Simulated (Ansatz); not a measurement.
# GeN2 (triplet): the correlation ladder, cc-pVDZ

How much of the correlation energy of GeN2 (triplet) does each wave-function method recover here?

Method: cc-pVDZ, core rule «outside noble gas», up to 16 orbitals frozen; program: Ansatz 0.2.0, Gaussian basis.

Plan: UHF; CCSD(T) on ROHF; CCSD(T) on UHF; BCCD(T) on ROHF; CISD; CCSDT(Q) on ROHF; CCSDT(Q) on UHF.

37 further runs of the same task are left out: 13 for a known fault of the program, 10 that didn't finish, 14 set aside as unsound or not needed.

**1. What is computed**

The geometry is a PBE0/def2-TZVP stationary point (not a proven minimum). No spin-orbit coupling is included. The filled d shell of Ge may be among the frozen orbitals whatever the setting's name suggests; the logs give the count.

3 atoms, charge 0, spin multiplicity 3.

Atoms are counted from 1 here; the program's logs count them from 0.

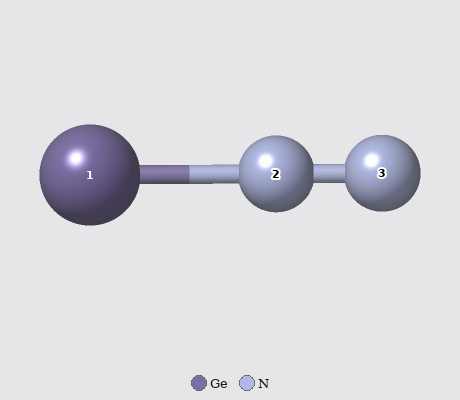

The geometry (germanium purple, nitrogen light blue); atoms are numbered from 1 in the order of the file.

In the tables R marks a restricted open-shell determinant and U an unrestricted one; energies count from the table's Hartree-Fock row.

**2. UHF**

File in.yaml:

```yaml
crystal:
  periodic: [false, false, false]
  atoms:
    - {symbol: Ge, position_ang: [0.000000, 0.000000, 1.679400]}
    - {symbol: N, position_ang: [0.000000, 0.000000, -0.281900]}
    - {symbol: N, position_ang: [0.000000, 0.000000, -1.397500]}
basis:
  gaussian: {orbitals: cc-pVDZ}
magnetization: {spin_polarized: true, initial_magnetization: 2}
hamiltonian: {xc: hf}
output: {orbitals: {seedname: orbitals}}
```

Started as:

```bash
ansatz run in.yaml --threads 1 --pin off --events-out ev --progress --plain --max-ram 2393MiB
```

Output:

```text
Functional definition: HF
  name "HF"
  cite "Fock, Z. Phys. 61, 126 (1930) doi:10.1007/BF01340294"
  parent pbe
  exchange = exact_x
  correlation = 0
605 factors; integrals over basis functions are off by at most 5.0e-4 eV
mean field evaluation 1: about -59432.0099 eV, gradient 1.7e1 eV
mean field evaluation 2: about -59432.1066 eV, gradient 1.7e1 eV
mean field evaluation 4: about -59435.2817 eV, gradient 4.6e0 eV
mean field evaluation 8: about -59435.7882 eV, gradient 5.0e-1 eV
mean field evaluation 16: about -59435.8219 eV, gradient 3.7e-5 eV
mean field evaluation 32: about -59431.9393 eV, gradient 2.7e0 eV
mean field -59435.82193817 eV, -2184.2261691806 hartree, gradient 3.6e-5 eV, S^2 2.192179; 0 other end points of the search recorded, 0 dependent functions left out
reference -59435.82193817 eV, -2184.2261691806 hartree; 24, 22 occupied and 31, 33 virtual orbitals, 605 factors
Total energy: -59435.82193817 eV, -2184.2261691806 hartree
```

Run time: 1.4 s. Hardware: 1 thread of Arm Neoverse V1, shared host.

From the report: ⟨S²⟩ of the determinant 2.192 (pure triplet: 2.00).

**3. CCSD(T) on ROHF**

Edit in.yaml of step 2 so:

```diff
@@ -8,4 +8,4 @@
   gaussian: {orbitals: cc-pVDZ}
-magnetization: {spin_polarized: true, initial_magnetization: 2}
-hamiltonian: {xc: hf}
-output: {orbitals: {seedname: orbitals}}
+magnetization: {spin_polarized: false, initial_magnetization: 2}
+correlation: {method: ccsd_t, electrons: outside_noble_gas}
+output: {forces: true}
```

The command is unchanged.

Output, cut to the lines that bear on the results:

```text
Functional definition: HF
  name "HF"
  cite "Fock, Z. Phys. 61, 126 (1930) doi:10.1007/BF01340294"
  parent pbe
[...]
605 factors; integrals over basis functions are off by at most 5.0e-4 eV
[...]
mean field -59435.50360083 eV, -2184.2144704991 hartree, gradient 7.8e-6 eV, S^2 2.000000; 3 other end points of the search recorded, 0 dependent functions left out
[...]
determinant -59435.50360083 eV, -2184.2144704991 hartree, with singles and doubles -59446.06683495 eV, -2184.6026621931 hartree
determinant -59432.90612449 eV, -2184.1190150045 hartree, with singles and doubles -59442.87901102 eV, -2184.4855118244 hartree
16 core orbitals not correlated: weight in the atoms' cores, before any rotation towards them, 0.995 or more for the frozen orbitals, at most 0.003 for the correlated occupied ones
reference -59435.50360083 eV, -2184.2144704991 hartree; 8, 6 occupied and 31, 33 virtual orbitals, 605 factors
second order -10.17641114 eV of doubles, -0.06998441 eV of singles
cycle   1  -10.56124909 eV  change    2.0e-3 eV  update   2.1e-3
[...]
cycle   9  -10.56125631 eV  change    6.7e-7 eV  update   5.3e-7
perturbative correction -0.44809882 eV, -0.0164673281 hartree
[...]
Total energy: -59446.51295596 eV, -2184.6190568378 hartree
Atom 0 at     0.000000     0.000000     1.679400 Å, force    -0.000000    -0.000000     1.367349 eV/Å
Atom 1 at     0.000000     0.000000    -0.281900 Å, force     0.000000     0.000000     1.269748 eV/Å
Atom 2 at     0.000000     0.000000    -1.397500 Å, force     0.000000    -0.000000    -2.637097 eV/Å
Dipole moment:     0.000000    -0.000000    -0.193327 e Å
```

Run time: 9 s. Hardware: 1 thread of Arm Neoverse V1, shared host.

From the report: correlation -11.0094 eV; T1 0.025; largest double amplitude 0.08.

**4. CCSD(T) on UHF**

Edit in.yaml of step 3 so:

```diff
@@ -8,3 +8,3 @@
   gaussian: {orbitals: cc-pVDZ}
-magnetization: {spin_polarized: false, initial_magnetization: 2}
+magnetization: {spin_polarized: true, initial_magnetization: 2}
 correlation: {method: ccsd_t, electrons: outside_noble_gas}
```

Launched as before.

Output, cut to the lines that bear on the results:

```text
Functional definition: HF
  name "HF"
  cite "Fock, Z. Phys. 61, 126 (1930) doi:10.1007/BF01340294"
  parent pbe
[...]
605 factors; integrals over basis functions are off by at most 5.0e-4 eV
[...]
mean field -59435.82193817 eV, -2184.2261691806 hartree, gradient 1.7e-6 eV, S^2 2.192181; 3 other end points of the search recorded, 0 dependent functions left out
determinant -59435.82193817 eV, -2184.2261691806 hartree, with singles and doubles -59446.08714912 eV, -2184.6034087251 hartree
determinant -59433.16768615 eV, -2184.1286272181 hartree, with singles and doubles -59442.89166584 eV, -2184.4859768806 hartree
16 core orbitals not correlated: weight in the atoms' cores, before any rotation towards them, 0.995 or more for the frozen orbitals, at most 0.003 for the correlated occupied ones
reference -59435.82193817 eV, -2184.2261691806 hartree; 8, 6 occupied and 31, 33 virtual orbitals, 605 factors
second order -9.44113368 eV of doubles, -0.00000000 eV of singles
cycle   1  -10.26457273 eV  change    6.4e-4 eV  update   2.3e-3
[...]
cycle   9  -10.26612580 eV  change    2.4e-6 eV  update   1.4e-6
perturbative correction -0.42187536 eV, -0.0155036337 hartree
[...]
Total energy: -59446.50993933 eV, -2184.6189459789 hartree
Atom 0 at     0.000000     0.000000     1.679400 Å, force    -0.000000    -0.000000     1.382548 eV/Å
Atom 1 at     0.000000     0.000000    -0.281900 Å, force     0.000000     0.000000     1.058096 eV/Å
Atom 2 at     0.000000     0.000000    -1.397500 Å, force    -0.000000    -0.000000    -2.440644 eV/Å
Dipole moment:     0.000000    -0.000000    -0.194002 e Å
```

It took 9.5 s on 1 thread of Arm Neoverse V1, shared host.

From the report: ⟨S²⟩ of the determinant 2.192 (pure triplet: 2.00); correlation -10.6880 eV; T1 0.040; largest double amplitude 0.09.

**5. BCCD(T) on ROHF**

Edit in.yaml of step 4 so:

```diff
@@ -8,4 +8,3 @@
   gaussian: {orbitals: cc-pVDZ}
-magnetization: {spin_polarized: true, initial_magnetization: 2}
-correlation: {method: ccsd_t, electrons: outside_noble_gas}
-output: {forces: true}
+magnetization: {spin_polarized: false, initial_magnetization: 2}
+correlation: {method: bccd_t, electrons: outside_noble_gas}
```

Same command.

Output, cut to the lines that bear on the results:

```text
Functional definition: HF
  name "HF"
  cite "Fock, Z. Phys. 61, 126 (1930) doi:10.1007/BF01340294"
  parent pbe
[...]
605 factors; integrals over basis functions are off by at most 5.0e-4 eV
[...]
mean field -59435.50360083 eV, -2184.2144704991 hartree, gradient 7.8e-6 eV, S^2 2.000000; 3 other end points of the search recorded, 0 dependent functions left out
[...]
determinant -59435.50360083 eV, -2184.2144704991 hartree, with singles and doubles -59446.06683495 eV, -2184.6026621931 hartree
determinant -59432.90612449 eV, -2184.1190150045 hartree, with singles and doubles -59442.87901102 eV, -2184.4855118244 hartree
16 core orbitals not correlated: weight in the atoms' cores, before any rotation towards them, 0.995 or more for the frozen orbitals, at most 0.003 for the correlated occupied ones
reference -59435.50360083 eV, -2184.2144704991 hartree; 8, 6 occupied and 31, 33 virtual orbitals, 605 factors
second order -10.17641114 eV of doubles, -0.06998441 eV of singles
cycle   1  -10.53803717 eV  change    2.5e-2 eV  update   1.2e-2
[...]
cycle  10  -10.53939118 eV  change    8.4e-6 eV  update   1.0e-5
perturbative correction -0.47148995 eV, -0.0173269359 hartree
Total energy: -59446.51448196 eV, -2184.6191129171 hartree
```

Run time: 5.5 s. Hardware: 1 thread of Arm Neoverse V1, shared host.

From the report: correlation -11.0109 eV; largest double amplitude 0.08.

**6. CISD**

Edit in.yaml of step 5 so:

```diff
@@ -9,2 +9,2 @@
 magnetization: {spin_polarized: false, initial_magnetization: 2}
-correlation: {method: bccd_t, electrons: outside_noble_gas}
+correlation: {active_space: {ras: {orbitals: [6, 2, 31], electrons: 14, max_holes: 2, max_particles: 2}, fixed_orbitals: true}}
```

Launched as before.

Output:

```text
Functional definition: HF
  name "HF"
  cite "Fock, Z. Phys. 61, 126 (1930) doi:10.1007/BF01340294"
  parent pbe
  exchange = exact_x
  correlation = 0
605 factors; integrals over basis functions are off by at most 5.0e-4 eV
mean field evaluation 1: about -59433.5497 eV, gradient 1.5e1 eV
mean field evaluation 2: about -59433.6393 eV, gradient 1.5e1 eV
mean field evaluation 4: about -59435.3162 eV, gradient 4.4e0 eV
mean field evaluation 8: about -59435.5029 eV, gradient 3.2e-1 eV
mean field evaluation 16: about -59422.5765 eV, gradient 2.3e1 eV
mean field evaluation 32: about -59435.3858 eV, gradient 1.2e0 eV
mean field -59435.50360083 eV, -2184.2144704991 hartree, gradient 7.8e-6 eV, S^2 2.000000; 2 other end points of the search recorded, 0 dependent functions left out
reference -59435.50360083 eV, -2184.2144704991 hartree; 24, 22 occupied and 31, 33 virtual orbitals, 605 factors
state -59444.95180711 eV, -2184.5616856756 hartree
Total energy: -59444.95180711 eV, -2184.5616856756 hartree
```

It took 7 s on 1 thread of Arm Neoverse V1, shared host.

From the report: 76,354 determinants.

**7. CCSDT(Q) on ROHF**

Edit in.yaml of step 6 so:

```diff
@@ -9,2 +9,2 @@
 magnetization: {spin_polarized: false, initial_magnetization: 2}
-correlation: {active_space: {ras: {orbitals: [6, 2, 31], electrons: 14, max_holes: 2, max_particles: 2}, fixed_orbitals: true}}
+correlation: {method: ccsdt_q, electrons: outside_noble_gas}
```

Launched as before.

Output, cut to the lines that bear on the results:

```text
Functional definition: HF
  name "HF"
  cite "Fock, Z. Phys. 61, 126 (1930) doi:10.1007/BF01340294"
  parent pbe
[...]
1034 factors; integrals over basis functions are off by at most 1.5e-7 eV
[...]
mean field -59435.50371683 eV, -2184.2144747623 hartree, gradient 1.7e-6 eV, S^2 2.000000; 3 other end points of the search recorded, 0 dependent functions left out
[...]
determinant -59435.50371683 eV, -2184.2144747623 hartree, with singles and doubles -59446.06693887 eV, -2184.6026660120 hartree
determinant -59432.90624979 eV, -2184.1190196089 hartree, with singles and doubles -59442.87913148 eV, -2184.4855162512 hartree
16 core orbitals not correlated: weight in the atoms' cores, before any rotation towards them, 0.995 or more for the frozen orbitals, at most 0.003 for the correlated occupied ones
reference -59435.50371683 eV, -2184.2144747623 hartree; 8, 6 occupied and 31, 33 virtual orbitals, 1034 factors
second order -10.17640624 eV of doubles, -0.06998381 eV of singles
cycle   1  -10.00891595 eV  change    2.4e-1 eV  update   1.2e-1
[...]
cycle  17  -11.02378133 eV  change    2.5e-7 eV  update   7.4e-7
perturbative correction -0.06385459 eV, -0.0023466130 hartree
Total energy: -59446.59135275 eV, -2184.6219378668 hartree
```

Wall time 51 s (1 thread of Arm Neoverse V1, shared host); peak memory 0.67 GiB.

From the report: correlation -11.0876 eV; T1 0.027; largest double amplitude 0.09.

**8. CCSDT(Q) on UHF**

Edit in.yaml of step 7 so:

```diff
@@ -8,3 +8,3 @@
   gaussian: {orbitals: cc-pVDZ}
-magnetization: {spin_polarized: false, initial_magnetization: 2}
+magnetization: {spin_polarized: true, initial_magnetization: 2}
 correlation: {method: ccsdt_q, electrons: outside_noble_gas}
```

Launched as before.

Output, cut to the lines that bear on the results:

```text
Functional definition: HF
  name "HF"
  cite "Fock, Z. Phys. 61, 126 (1930) doi:10.1007/BF01340294"
  parent pbe
[...]
1034 factors; integrals over basis functions are off by at most 1.5e-7 eV
[...]
mean field -59435.82204895 eV, -2184.2261732518 hartree, gradient 2.7e-6 eV, S^2 2.192177; 3 other end points of the search recorded, 0 dependent functions left out
determinant -59435.82204895 eV, -2184.2261732518 hartree, with singles and doubles -59446.08725323 eV, -2184.6034125509 hartree
determinant -59433.16781082 eV, -2184.1286317996 hartree, with singles and doubles -59442.89178341 eV, -2184.4859812011 hartree
16 core orbitals not correlated: weight in the atoms' cores, before any rotation towards them, 0.995 or more for the frozen orbitals, at most 0.003 for the correlated occupied ones
reference -59435.82204895 eV, -2184.2261732518 hartree; 8, 6 occupied and 31, 33 virtual orbitals, 1034 factors
second order -9.44113954 eV of doubles, -0.00000000 eV of singles
cycle   1  -9.51256195 eV  change   -7.1e-2 eV  update   1.3e-1
[...]
cycle  17  -10.71523567 eV  change   -8.9e-7 eV  update   1.2e-6
perturbative correction -0.05885774 eV, -0.0021629822 hartree
Total energy: -59446.59614237 eV, -2184.6221138819 hartree
```

Run time: 44 s. Hardware: 1 thread of Arm Neoverse V1, shared host; peak memory 0.52 GiB.

From the report: ⟨S²⟩ of the determinant 2.192 (pure triplet: 2.00); correlation -10.7741 eV; T1 0.041; largest double amplitude 0.09.

**9. Misses and costs**

No level here is safe as a reference; RCCSDT(Q) serves as a yardstick only. Rows without a time come out of other runs: HF, MP2 and CCSD of CCSD(T), CCSDT of CCSDT(Q). The times of RCCSD(T), UCCSD(T) include forces.

Differences are taken before rounding.

| method | energy from the lowest RHF (meV) | from RCCSDT(Q) (meV) | time |
| --- | --- | --- | --- |
| RHF | 0.0 | +11087.8 |  |
| UHF | -318.3 | +10769.4 |  |
| RMP2 | -10246.4 | +841.4 |  |
| UMP2 | -9759.5 | +1328.3 |  |
| RCCSD | -10561.3 | +526.5 |  |
| UCCSD | -10584.5 | +503.3 |  |
| RCCSD(T) | -11009.4 | +78.4 | 9 s |
| UCCSD(T) | -11006.3 | +81.4 | 9.5 s |
| BCCD(T) | -11010.9 | +76.9 | 5.5 s |
| RCCSDT | -11023.9 | +63.9 |  |
| UCCSDT | -11033.7 | +54.1 |  |
| RCCSDT(Q) | -11087.8 | 0 | 51 s |
| UCCSDT(Q) | -11092.5 | -4.8 | 44 s |

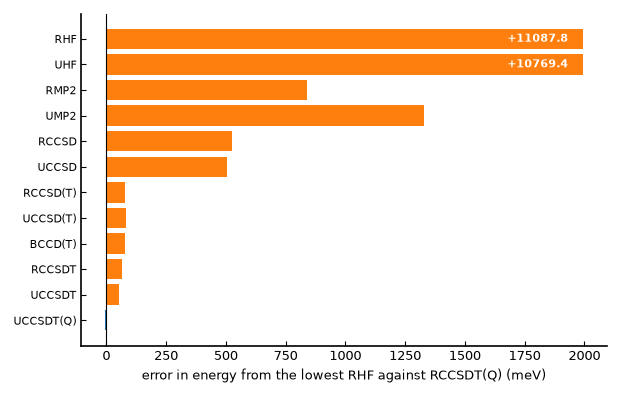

Deviations from RCCSDT(Q), method by method. Bars with a number in them are cut short.

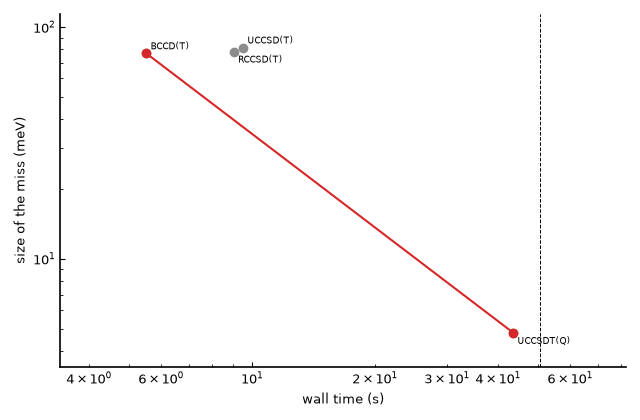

Miss against cost. Red marks the levels that no quicker level drawn beats (of those quicker than the yardstick), and the dashed line is the time of RCCSDT(Q). Times are from a shared host.

Not comparable, so not listed: CISD (they don't share determinant, frozen orbitals or solution with the rows shown, or repeat one).

With the free atoms at the same levels and basis (separate runs), the atomisation energy is 8.602 eV at RCCSDT(Q), 8.541 eV at RCCSD(T), 8.525 eV at UCCSD(T), 4.066 eV at RHF.

**10. Outcome**

```
                      quantity        value
RCCSDT(Q) below the RHF energy  -11.0878 eV
           RMP2 from RCCSDT(Q)   +841.4 meV
           UMP2 from RCCSDT(Q)  +1328.3 meV
          RCCSD from RCCSDT(Q)   +526.5 meV
       RCCSD(T) from RCCSDT(Q)    +78.4 meV
       UCCSD(T) from RCCSDT(Q)    +81.4 meV
      UCCSDT(Q) from RCCSDT(Q)     -4.8 meV
                 T1 diagnostic        0.025
```

RCCSD(T) misses by +78.4 meV, 0.7 % of the correlation energy. Warnings: spin contamination.
